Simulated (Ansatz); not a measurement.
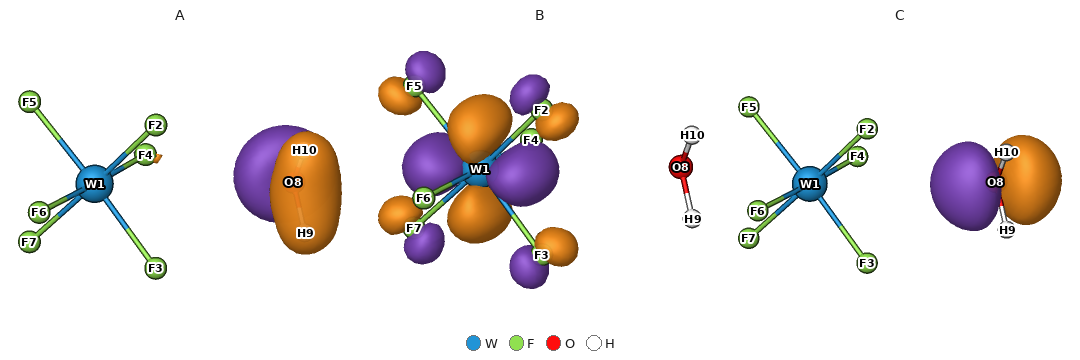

Figure 1: F$_{6}$W···H$_{2}$O. Three frontier orbitals at ±0.2 Å⁻³ᐟ² (orange and purple are the two phases), in no order.

Core potentials replace the inner electrons of W.

The calculation used Ansatz, RKS PBE0-D4/def2-SVP.

Input file:

```
crystal:
  periodic: [false, false, false]
  atoms:
    - { symbol: W, position_ang: [-0.148276, -0.113374, -0.148534] }
    - { symbol: F, position_ang: [-0.085911, -0.042201, 1.699183] }
    - { symbol: F, position_ang: [1.674383, -0.25338, -0.341688] }
    - { symbol: F, position_ang: [-0.239832, 1.70087, -0.365471] }
    - { symbol: F, position_ang: [-1.987056, -0.144774, -0.033597] }
    - { symbol: F, position_ang: [-0.20639, -1.952863, -0.013704] }
    - { symbol: F, position_ang: [-0.308296, -0.296362, -1.973227] }
    - { symbol: O, position_ang: [1.765585, 1.762466, 1.498593] }
    - { symbol: H, position_ang: [2.695392, 1.511307, 1.521178] }
    - { symbol: H, position_ang: [1.392301, 1.35601, 2.309966] }
basis:
  gaussian: { orbitals: def2-SVP }
hamiltonian:
  xc: pbe0
  dispersion: d4
relax:
  f_tol: 0.03
  max_steps: 50
output:
  orbitals: {}
```

Run with:

```sh
ansatz run input.yaml --threads 4 --pin off --max-ram 5120MiB --backend cpu --events-out ev --progress --plain --runs-dir out
```

The fields are those of the run's last geometry, not of the input's.

Question: Which picture is the HOMO−1, the HOMO and the LUMO?

Answer: A is the HOMO−1 (−10.93 eV). By Hirshfeld shares it lies mainly on O8 (about 80 %), H9 (about 10 %) and H10 (about 10 %); largely a lone pair of O8. C is the HOMO (−8.86 eV). It lies mainly on O8 (about 85 %); largely a lone pair of O8. B is the LUMO (−4.55 eV). It lies mainly on W1 (about 65 %), F2 (about 10 %), F3 (about 10 %), F5 (about 10 %) and F7 (about 10 %).

Question: What is the HOMO–LUMO gap?

Answer: 4.31 eV between the orbital energies.
